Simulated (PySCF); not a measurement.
# He: atomic calculation

He, configuration 1s1 2p1, multiplicity 3. Computed at this level: unrestricted PW91, x2c-TZVPPall plus 1 even-tempered diffuse shell per l, spin-free X2C-1e, Gaussian nucleus (PySCF).

## Key numbers

| quantity | value |
| --- | --- |
| outcome | converged; a filled orbital lies above zero |
| total energy | −2.045593 hartree |
| ⟨S²⟩ | 2.000 |
| ⟨L²⟩ | 2.00 |
| SCF iterations | 4 |
| hardware | 1 CPU thread, shared host |

## Notes

The highest filled orbital (2p, 2.55 eV) lies above zero. Either the basis lacks functions of the right size for that shell or the functional's self-interaction leaves it unbound, so its level and radius depend on the basis and aren't properties of the atom. The driver held the occupations shell by shell, and empty s levels lie below the filled 2p. This is not the ground configuration of the species.

## The input
```python
from pyscf import gto, scf, dft, mp, cc
import basis_set_exchange as bse
mol = gto.M(atom="He 0 0 0", charge=0, spin=2, symmetry="D2h",
            basis=gto.basis.parse(bse.get_basis("x2c-TZVPPall", elements=["He"], fmt="nwchem", header=False, augment_diffuse=1)),
            nucmod="G")
mf = dft.UKS(mol, xc="PW91,PW91").sfx2c1e()
mf.irrep_nelec = {'Ag': (1, 0), 'B2u': (1, 0)}
mf.kernel()
```

The script is an equivalent of what the driver set up; the driver started from orbitals of its own, so the log can be shorter than this script's would be, and it computed the properties (radii, ⟨L²⟩, response) afterwards. It held the occupations shell by shell, which the script's counts by irreducible representation don't always enforce.

The run was one of a batch that the task file lists, launched with:
```bash
OMP_NUM_THREADS=1 python <driver script> TASK.json OUT
```

## Output (extracts)
```
damping factor = 0
level_shift factor = 0
DIIS = <class 'pyscf.scf.diis.CDIIS'>
diis_start_cycle = 1
diis_space = 10
diis_damp = 0
SCF conv_tol = 1e-09
SCF conv_tol_grad = None
number electrons alpha = 2  beta = 0
XC functionals = PW91,PW91
    J. P. Perdew. In P. Ziesche and H. Eschrig, editors, Proceedings of the 75. WE-Heraeus-Seminar and 21st Annual International Symposium on Electronic Structure of Solids, 11. Berlin, 1991. Akademie Verlag.
    J. P. Perdew, J. A. Chevary, S. H. Vosko, K. A. Jackson, M. R. Pederson, D. J. Singh, and C. Fiolhais.,  Phys. Rev. B 46, 6671 (1992)
    J. P. Perdew, J. A. Chevary, S. H. Vosko, K. A. Jackson, M. R. Pederson, D. J. Singh, and C. Fiolhais.,  Phys. Rev. B 48, 4978 (1993)
    J. P. Perdew. In P. Ziesche and H. Eschrig, editors, Proceedings of the 75. WE-Heraeus-Seminar and 21st Annual International Symposium on Electronic Structure of Solids, 11. Berlin, 1991. Akademie Verlag.
    J. P. Perdew, J. A. Chevary, S. H. Vosko, K. A. Jackson, M. R. Pederson, D. J. Singh, and C. Fiolhais.,  Phys. Rev. B 46, 6671 (1992)
    J. P. Perdew, J. A. Chevary, S. H. Vosko, K. A. Jackson, M. R. Pederson, D. J. Singh, and C. Fiolhais.,  Phys. Rev. B 48, 4978 (1993)
cycle= 1 E= -2.04559095293379  delta_E= -0.000482  |g|= 0.00235  |ddm|= 0.0356
cycle= 2 E= -2.04559248184892  delta_E= -1.53e-06  |g|= 0.000215  |ddm|= 0.00121
cycle= 3 E= -2.045592506137  delta_E= -2.43e-08  |g|= 1.43e-05  |ddm|= 0.000222
cycle= 4 E= -2.04559250621141  delta_E= -7.44e-11  |g|= 2.14e-07  |ddm|= 8.61e-06
converged SCF energy = -2.04559250621141  <S^2> = 2  2S+1 = 3
```

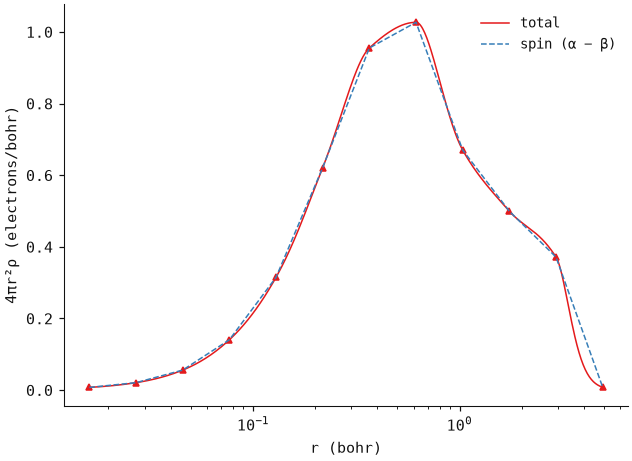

Fig. 1: Spherically averaged radial density 4πr²ρ of the mean field and its spin part; markers are the stored points, which are sparse, and the line is a monotone interpolation between them. The largest stored value is 1.03 electrons/bohr at r = 0.62 bohr. Root-mean-square radii of the shells: 1s 0.914, 2p 2.54 bohr. That of 2p is set by the basis, since the level lies above zero.
